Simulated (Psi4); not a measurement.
# TPSSh/6-31G(d) (spherical functions) run of CH7BSi2 (SMILES CB1[SiH2][SiH2]1)

Aim: the vertical singlet–triplet gap of CH7BSi2 at TPSSh/6-31G* (spherical functions), from 2 runs. 

Program for the calculation: Psi4 1.11.

## Step 1: The system as given

CH7BSi2 has 11 atoms, charge 0, and is taken as a singlet. As SMILES, `CB1[SiH2][SiH2]1`. The coordinates come from a PBE0-D4/def2-TZVP relaxation.

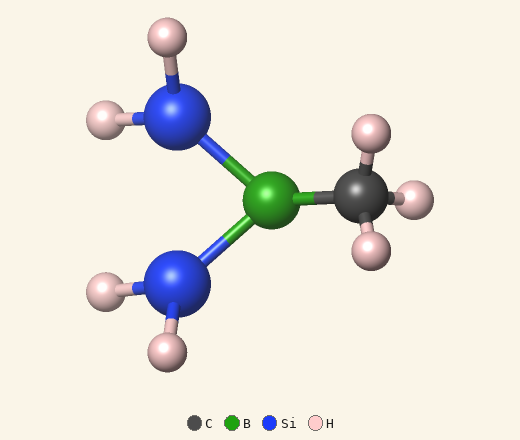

Viewed from a chosen angle; carbon dark grey, boron green, silicon blue, hydrogen pink.

## Step 2: The energy at TPSSh/6-31G(d) (spherical functions)

Contents of ch7bsi2.xyz:

```xyz
11
CH7BSi2
C     -0.263900     1.793500     0.099500
B     -0.450600     0.243000    -0.016600
Si     0.018800    -1.148600     1.199400
Si     0.210300    -0.982900    -1.318800
H      0.165600     2.121800     1.048800
H     -1.271300     2.229100     0.051100
H      0.301000     2.238000    -0.723000
H     -0.479200    -2.541300     1.107000
H      0.876900    -0.975400     2.403900
H      1.239000    -0.662800    -2.346600
H     -0.281200    -2.371200    -1.484200
```

Contents of ch7bsi2.py:

```python
import psi4

psi4.set_memory('2200 MB')
psi4.set_num_threads(1)
psi4.core.set_output_file('output.dat', False)

with open('ch7bsi2.xyz') as f:
    atoms = ''.join(f.readlines()[2:])
molecule = psi4.geometry('0 1\n' + atoms + 'symmetry c1')

options = {'basis': '6-31G*', 'reference': 'rks', 'puream': True, 'e_convergence': 1e-09, 'd_convergence': 1e-08, 'scf_type': 'pk', 'dft_radial_points': 99, 'dft_spherical_points': 590}
psi4.set_options(options)

e, wfn = psi4.energy("tpssh", return_wfn=True)
psi4.oeprop(wfn, "WIBERG_LOWDIN_INDICES", "MAYER_INDICES", "MULLIKEN_CHARGES")
print('E =', round(e, 9))
```

The run is started by

```
python ch7bsi2.py
```

output.dat:

```text
[...]
  Running in c1 symmetry.
[...]
  Nuclear repulsion =  181.476428428229070
[...]
  Multiplicity = 1
[...]
  Nalpha       = 23
  Nbeta        = 23
[...]
    Number of basis functions: 78
[...]
   @RKS iter   1:  -645.77127153517301   -1.88424e-01   9.04325e-03 DIIS/ADIIS
[...]
   @RKS iter  12:  -646.09278977826057   -6.59384e-12   4.48628e-09 DIIS
[...]
    Orbital Energies [Eh]
    ---------------------
    Doubly Occupied:
       1A    -65.976033     2A    -65.976016     3A    -10.100300
       4A     -6.691471     5A     -5.213378     6A     -5.213363
       7A     -3.562818     8A     -3.562694     9A     -3.559432
      10A     -3.559390    11A     -3.557864    12A     -3.557801
      13A     -0.681571    14A     -0.570057    15A     -0.481235
      16A     -0.418649    17A     -0.387674    18A     -0.385775
      19A     -0.367534    20A     -0.330202    21A     -0.321809
      22A     -0.242484    23A     -0.219895
[...]
  @RKS Final Energy:  -646.09278977826057
   => Energetics <=
    Nuclear Repulsion Energy =            181.4764284282290703
    One-Electron Energy =               -1251.9829072806428485
    Two-Electron Energy =                 473.1722938442232476
    DFT Exchange-Correlation Energy =     -48.7586047700700078
    Empirical Dispersion Energy =           0.0000000000000000
    VV10 Nonlocal Energy =                  0.0000000000000000
    Total Energy =                       -646.0927897782603395
[...]
 Multipole Moments:
 ------------------------------------------------------------------------------------
     Multipole            Electronic (a.u.)      Nuclear  (a.u.)        Total (a.u.)
 ------------------------------------------------------------------------------------
 L = 1.  Multiply by 2.5417464519 to convert [e a0] to [Debye]
 Dipole X            :         -1.0280540            1.0274886           -0.0005654
 Dipole Y            :         -1.9444900            2.0835424            0.1390524
 Dipole Z            :         -0.2072710            0.2159402            0.0086692
 Magnitude           :                                                    0.1393236
[...]
  Mulliken Charges: (a.u.)
   Center  Symbol    Alpha    Beta     Spin     Total
       1     C     3.32006  3.32006  0.00000 -0.64011
       2     B     2.46037  2.46037  0.00000  0.07926
       3    SI     6.94896  6.94896  0.00000  0.10207
       4    SI     6.94894  6.94894  0.00000  0.10213
       5     H     0.41231  0.41231  0.00000  0.17537
       6     H     0.40964  0.40964  0.00000  0.18072
       7     H     0.41230  0.41230  0.00000  0.17539
       8     H     0.51766  0.51766  0.00000 -0.03532
       9     H     0.52605  0.52605  0.00000 -0.05210
      10     H     0.52605  0.52605  0.00000 -0.05209
      11     H     0.51766  0.51766  0.00000 -0.03532
[...]
```

The script printed:

```text
E = -646.092789778
```

Run time: 37 s. Hardware: 1 thread of Intel Xeon 6975P-C (Granite Rapids), shared host; peak memory 1.3 GiB.

## Step 3: The triplet: energy and forces at UTPSSh/6-31G(d) (spherical functions)

Contents of input.in:

```
memory 2200 MB

molecule molecule1 {
  0 3
  C     -0.263900     1.793500     0.099500
  B     -0.450600     0.243000    -0.016600
  Si     0.018800    -1.148600     1.199400
  Si     0.210300    -0.982900    -1.318800
  H      0.165600     2.121800     1.048800
  H     -1.271300     2.229100     0.051100
  H      0.301000     2.238000    -0.723000
  H     -0.479200    -2.541300     1.107000
  H      0.876900    -0.975400     2.403900
  H      1.239000    -0.662800    -2.346600
  H     -0.281200    -2.371200    -1.484200
  units angstrom
  symmetry c1
  no_reorient
  no_com
}

set {
  reference            uks
  puream               true
  e_convergence        1e-09
  d_convergence        1e-08
  scf_type             pk
  dft_radial_points    99
  dft_spherical_points 590
  maxiter              100
}

e, wfn = gradient('tpssh/6-31G*', return_wfn=True)
oeprop(wfn, 'QUADRUPOLE', 'MAYER_INDICES', 'LOWDIN_CHARGES', title='TPSSH')
```

The run is started by

```
psi4 input.in input.out -n 1
```

input.out, cut to the lines that bear on the results:

```text
[...]
  Running in c1 symmetry.
[...]
  Nuclear repulsion =  181.476428428229070
[...]
  Multiplicity = 3
[...]
  Nalpha       = 24
  Nbeta        = 22
[...]
    Number of basis functions: 78
[...]
   @UKS iter   1:  -645.66919524034006   -8.63475e-02   9.04475e-03 ADIIS/DIIS
[...]
   @UKS iter  17:  -645.98879789635646   -6.63931e-11   6.36610e-09 DIIS
[...]
   @S^2 Observed:                2.007949190E+00
[...]
  @UKS Final Energy:  -645.98879789635646
   => Energetics <=
    Nuclear Repulsion Energy =            181.4764284282290703
    One-Electron Energy =               -1251.7114467922865515
    Two-Electron Energy =                 473.0383435641509777
    DFT Exchange-Correlation Energy =     -48.7921230964501120
    Empirical Dispersion Energy =           0.0000000000000000
    VV10 Nonlocal Energy =                  0.0000000000000000
    Total Energy =                       -645.9887978963565729
  UHF NO Occupations:
  HONO-2 :   22  A 1.9985282
  HONO-1 :   23  A 1.0000000
[...]
  -Total Gradient:
     Atom            X                  Y                   Z
    ------   -----------------  -----------------  -----------------
       1        0.020769070037    -0.012042321805     0.000700364288
       2        0.005028297138    -0.004276358455     0.000262466290
       3       -0.004331089963     0.006424044121    -0.018669050099
       4       -0.007024738482     0.003838359072     0.018343335996
       5       -0.002572510865     0.000482273448    -0.001179390045
       6        0.000587262752    -0.009250325656    -0.000557791373
       7       -0.002760881047     0.000328075628     0.000883072904
       8        0.005417004945     0.000858389709    -0.008707701631
       9       -0.009817627690     0.006735955234     0.003434485702
      10       -0.009273605991     0.007236359417    -0.003950952847
      11        0.003989679096    -0.000337024462     0.009441801383
[...]
```

Wall time 87 s (1 thread of Intel Xeon 6975P-C (Granite Rapids), shared host); peak memory 1.3 GiB.

## Step 4: Results

At TPSSh/6-31G* (spherical functions):

| quantity | value |
| --- | --- |
| singlet: total energy | -646.09279 Eh |
| singlet: dipole moment | 0.35 D |
| singlet: HOMO energy | -5.98 eV |
| singlet: LUMO energy | -1.78 eV |
| singlet: HOMO–LUMO gap | 4.21 eV |
| triplet: total energy | -645.98880 Eh |
| triplet: dipole moment | 0.74 D |
| triplet: HOMO energy (highest over α and β) | -3.13 eV |
| triplet: ⟨S²⟩ | 2.008 |
| triplet: largest force on an atom | 1.235 eV/Å |
| vertical energy of the triplet above the singlet | 2.830 eV |

What this shows: At this shape the triplet lies 2.83 eV (65 kcal/mol) above the singlet. Mulliken charges (singlet) run from -0.64 on C1 to +0.18 on H6.
